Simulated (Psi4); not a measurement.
# BNH6O (SMILES [NH3+][BH2-]O) at HF/cc-pVDZ

What is the energy change on altering one bond length of BNH6O at HF/cc-pVDZ? 

The results are computed with Psi4 1.11.

3 further runs of the same task are left out: 3 that didn't finish.

## 1. The molecule

The species is BNH6O (9 atoms), meant as a singlet with charge 0. As SMILES, `[NH3+][BH2-]O`. Geometry: relaxed at GFN2-xTB. This is one conformer, not always the lowest.

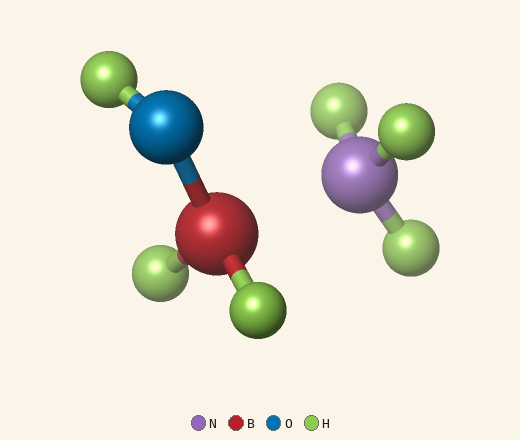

Viewed from a chosen angle; nitrogen purple, boron red, oxygen blue, hydrogen green.

## 2. Energy and forces at HF/cc-pVDZ

File bh6no.xyz:

```xyz
9
BH6NO
N     -0.594820     0.588420    -0.642590
B      0.419800    -0.664420     0.134950
O      1.082380     0.030930     1.163530
H     -0.993350     0.223030    -1.497480
H      0.043730     1.349630    -0.837240
H     -1.321570     0.896120    -0.008140
H      1.148200    -0.953250    -0.755160
H     -0.393550    -1.480850     0.449290
H      0.609180     0.010380     1.992840
```

File calc.py:

```python
import psi4

psi4.set_memory(1600000000)
psi4.set_num_threads(1)
psi4.set_output_file('output.dat', False)

with open('bh6no.xyz') as f:
    atoms = ''.join(f.readlines()[2:])
mol = psi4.geometry('0 1\n' + atoms + 'symmetry c1')

psi4.set_options({
    'basis': 'cc-pVDZ',
    'reference': 'rhf',
    'puream': True,
    'e_convergence': 1e-09,
    'd_convergence': 1e-08,
    'scf_type': 'pk',
})

energy_value, wavefunction = psi4.gradient("scf", return_wfn=True)
print('gradient / Eh bohr^-1')
print(energy_value.np.round(6))
print(f'energy = {wavefunction.energy():.10f} Eh')
```

The run is started by

```
$ python calc.py
```

output.dat:

```text
[...]
  Running in c1 symmetry.
[...]
  Nuclear repulsion =   77.651244893891501
[...]
  Multiplicity = 1
[...]
  Nalpha       = 13
  Nbeta        = 13
[...]
    Number of basis functions: 72
[...]
   @RHF iter   1:  -157.40389549060171   -7.80899e-01   7.12201e-03 DIIS/ADIIS
[...]
   @RHF iter  11:  -157.53677489734460   -8.86757e-12   7.62872e-09 DIIS
[...]
    Orbital Energies [Eh]
    ---------------------
    Doubly Occupied:
       1A    -20.502476     2A    -15.623489     3A     -7.569721
       4A     -1.297644     5A     -1.219607     6A     -0.720616
       7A     -0.710942     8A     -0.703341     9A     -0.609198
      10A     -0.534634    11A     -0.504976    12A     -0.418667
      13A     -0.402174
[...]
  @RHF Final Energy:  -157.53677489734460
   => Energetics <=
    Nuclear Repulsion Energy =             77.6512448938915014
    One-Electron Energy =                -368.7410689298325792
    Two-Electron Energy =                 133.5530491385964922
    Total Energy =                       -157.5367748973445998
[...]
 Multipole Moments:
 ------------------------------------------------------------------------------------
     Multipole            Electronic (a.u.)      Nuclear  (a.u.)        Total (a.u.)
 ------------------------------------------------------------------------------------
 L = 1.  Multiply by 2.5417464519 to convert [e a0] to [Debye]
 Dipole X            :          1.0074892           -2.5043616           -1.4968723
 Dipole Y            :          0.6481589            0.5288151            1.1769740
 Dipole Z            :          1.2618329           -1.7726383           -0.5108054
 Magnitude           :                                                    1.9715011
[...]
  -Total Gradient:
     Atom            X                  Y                   Z
    ------   -----------------  -----------------  -----------------
       1       -0.005575667071     0.006793193107    -0.002956157912
       2        0.003026561839    -0.009443173846    -0.003790681969
       3        0.002825289293    -0.005586798956    -0.020507963861
       4        0.000274997103    -0.006779417343    -0.004023076404
       5        0.008034569411     0.001956680823     0.001202716964
       6       -0.003420019841    -0.000733578095     0.007747830899
       7       -0.007028753440     0.003960171596     0.012828585849
       8        0.009307759245     0.008775080690    -0.002518977313
       9       -0.007444736537     0.001057842024     0.012017723749
[...]
```

On the terminal:

```text
gradient / Eh bohr^-1
[[-0.005576  0.006793 -0.002956]
 [ 0.003027 -0.009443 -0.003791]
 [ 0.002825 -0.005587 -0.020508]
 [ 0.000275 -0.006779 -0.004023]
 [ 0.008035  0.001957  0.001203]
 [-0.00342  -0.000734  0.007748]
 [-0.007029  0.00396   0.012829]
 [ 0.009308  0.008775 -0.002519]
 [-0.007445  0.001058  0.012018]]
energy = -157.5367748973 Eh
```

It took 5.4 s on 1 thread of Intel Xeon Platinum 8375C at 2.90GHz (Ice Lake), shared host; peak memory 0.27 GiB.

## 3. The distorted shape at the same level

File bh6no.in:

```
memory 1.6 GB

molecule m {
  N     -0.746985     0.776312    -0.759200
  B      0.419800    -0.664420     0.134950
  O      1.082380     0.030930     1.163530
  H     -1.145515     0.410922    -1.614090
  H     -0.108435     1.537522    -0.953850
  H     -1.473735     1.084012    -0.124750
  H      1.148200    -0.953250    -0.755160
  H     -0.393550    -1.480850     0.449290
  H      0.609180     0.010380     1.992840
  symmetry c1
  no_reorient
  no_com
}

set {
  basis         cc-pVDZ
  puream        true
  e_convergence 1e-09
  d_convergence 1e-08
  scf_type      pk
}

E, wfn = gradient("hf", return_wfn=True)
oeprop(wfn, "DIPOLE", "QUADRUPOLE", "MAYER_INDICES", title="HF")
print_variables()
```

The run is started by

```
$ psi4 -i bh6no.in -o bh6no.out -n 1
```

bh6no.out:

```text
[...]
  Running in c1 symmetry.
[...]
  Nuclear repulsion =   74.171820346830742
[...]
  Multiplicity = 1
[...]
  Nalpha       = 13
  Nbeta        = 13
[...]
    Number of basis functions: 72
[...]
   @RHF iter   1:  -157.40826964081671   -1.00427e+00   6.93448e-03 DIIS/ADIIS
[...]
   @RHF iter  11:  -157.53265937206146   -6.53699e-12   6.37702e-09 DIIS
[...]
    Orbital Energies [Eh]
    ---------------------
    Doubly Occupied:
       1A    -20.516962     2A    -15.603251     3A     -7.589151
       4A     -1.306011     5A     -1.193056     6A     -0.713576
       7A     -0.687377     8A     -0.684222     9A     -0.603619
      10A     -0.526202    11A     -0.513576    12A     -0.427530
      13A     -0.412126
[...]
  @RHF Final Energy:  -157.53265937206146
   => Energetics <=
    Nuclear Repulsion Energy =             74.1718203468307422
    One-Electron Energy =                -361.8556433191440647
    Two-Electron Energy =                 130.1511636002518912
    Total Energy =                       -157.5326593720614596
[...]
  -Total Gradient:
     Atom            X                  Y                   Z
    ------   -----------------  -----------------  -----------------
       1       -0.010036260695     0.012664337867    -0.008069055999
       2       -0.012369357650    -0.004728434963    -0.018469710561
       3        0.013338890792    -0.001919800394    -0.005594765442
       4       -0.000399611217    -0.006798833490    -0.004630917210
       5        0.007637747988     0.003319077789     0.000803408536
       6       -0.003749761543    -0.000181529448     0.008047412490
       7       -0.001483247879    -0.003371743946     0.015094449210
       8        0.013211214565     0.000778479566     0.000616509582
       9       -0.006149614361     0.000238447020     0.012202669395
[...]
 Multipole Moments:
 ------------------------------------------------------------------------------------
     Multipole            Electronic (a.u.)      Nuclear  (a.u.)        Total (a.u.)
 ------------------------------------------------------------------------------------
 L = 1.  Multiply by 2.5417464519 to convert [e a0] to [Debye]
 Dipole X            :         -9.2286851            7.8712573           -1.3574277
 Dipole Y            :         -4.5859448            5.6091985            1.0232536
 Dipole Z            :         -7.3079970            6.9218211           -0.3861759
 Magnitude           :                                                    1.7432125
 L = 2.  Multiply by 1.3450342976 to convert [e a0^2] to [Debye ang]
 Quadrupole XX       :        -85.8497748           69.6344814          -16.2152934
 Quadrupole XY       :         27.2729102          -28.3058389           -1.0329287
[...]
```

It took 5.4 s on 1 thread of Intel Xeon Platinum 8375C at 2.90GHz (Ice Lake), shared host; peak memory 0.27 GiB.

## 4. Outcome

At HF/cc-pVDZ:

```
                                                         quantity          value
                                        first shape: total energy  -157.53677 Eh
                                       first shape: dipole moment         5.01 D
                                         first shape: HOMO energy      -10.94 eV
                                         first shape: LUMO energy        4.09 eV
                                       first shape: HOMO–LUMO gap       15.04 eV
                            first shape: largest force on an atom     1.103 eV/Å
                                    distorted shape: total energy  -157.53266 Eh
                                   distorted shape: dipole moment         4.43 D
                                     distorted shape: HOMO energy      -11.21 eV
                                     distorted shape: LUMO energy        4.23 eV
                                   distorted shape: HOMO–LUMO gap       15.44 eV
                        distorted shape: largest force on an atom     1.169 eV/Å
energy change with the N1–B2 bond stretched from 1.790 to 2.058 Å       0.112 eV
```

**Reading.** With the N1–B2 bond stretched from 1.790 to 2.058 Å the energy rises by 0.11 eV (2.6 kcal/mol). The first shape isn't relaxed at this level, so the change isn't measured from a minimum. The largest force (first shape) is 1.10 eV/Å: the shape isn't a stationary point for this species at this level.
